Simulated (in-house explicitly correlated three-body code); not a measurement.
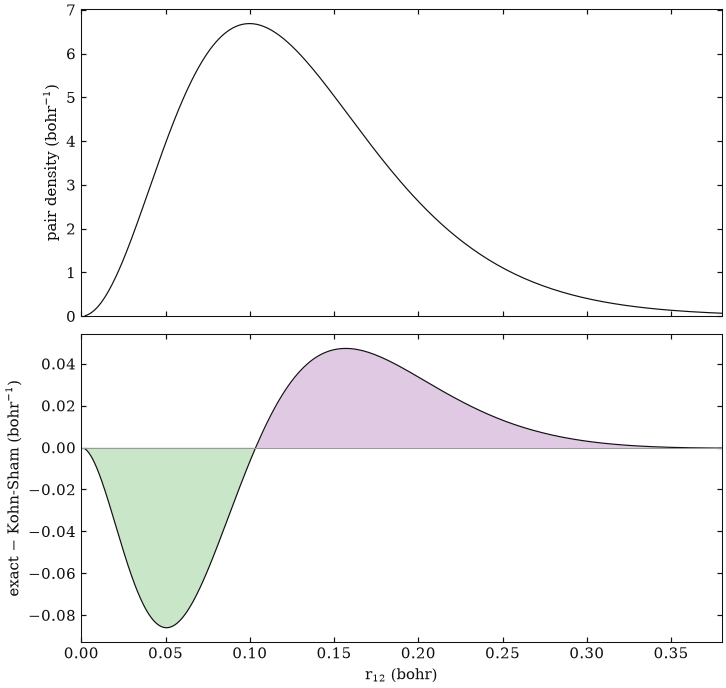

Two electrons around a point charge Z = 17.22. Computed variationally in 260 exponentially correlated functions with an in-house code, non-relativistic, converged to about 10⁻⁸ of the energy. The plot shows the distribution of the distance r₁₂ between the electrons in the ground state (one pair, times 4πr₁₂²) and its difference from that of the Kohn-Sham determinant with the same density, the Coulomb hole.

> Describe both curves.

The pair density peaks near r₁₂ = 0.10 bohr, and ⟨r₁₂⟩ = 0.1306 bohr. Correlation takes weight from short distances: the hole is deepest (−0.086 bohr⁻¹) near 0.051 bohr and first changes sign near 0.10 bohr, moving 0.51 % of the pair outwards. The mean cosine of the angle between the electrons is −0.00773, and the density-functional correlation energy is −46.08 millihartree.
